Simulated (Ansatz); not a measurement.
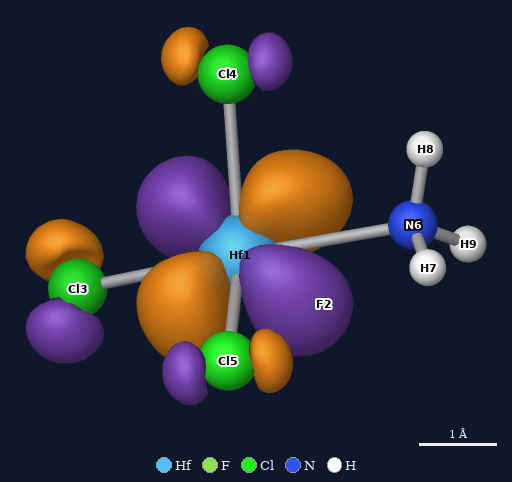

The picture shows: Cl$_{3}$FH$_{3}$HfN. The LUMO at ±0.15 Å⁻³ᐟ² (orange and purple are the two phases), seen at a tilt.

Core potentials replace the inner electrons of Hf.

Method: Ansatz 0.2.0, RKS PBE/def2-SVP.

Input

```
crystal:
  periodic: [false, false, false]
  atoms:
    - { symbol: Hf, position_ang: [0.141641, 0.019653, -0.100698] }
    - { symbol: F, position_ang: [0.18096, -0.127159, 1.845971] }
    - { symbol: Cl, position_ang: [2.374796, 0.037507, -0.791261] }
    - { symbol: Cl, position_ang: [-0.777688, 2.047379, -0.857917] }
    - { symbol: Cl, position_ang: [-0.833751, -1.858849, -1.124039] }
    - { symbol: "N", position_ang: [-2.836927, -0.045852, 1.545257] }
    - { symbol: H, position_ang: [-2.957795, -0.78047, 0.839718] }
    - { symbol: H, position_ang: [-2.867574, 0.877881, 1.100411] }
    - { symbol: H, position_ang: [-1.933962, -0.170089, 2.049957] }
basis:
  gaussian: { orbitals: def2-SVP }
hamiltonian:
  xc: pbe
relax:
  f_tol: 0.03
  max_steps: 50
output:
  orbitals: {}
```

Command:

```sh
ansatz run input.yaml --threads 4 --pin off --max-ram 5120MiB --backend cpu --events-out ev --progress --plain --runs-dir out
```

The fields are those of the run's last geometry, not of the input's.

> What is the character of this orbital?

It lies mainly on Hf1 (about 70 %), Cl3 (about 10 %), Cl4 (about 5 %) and Cl5 (about 5 %). Its energy is −2.40 eV.
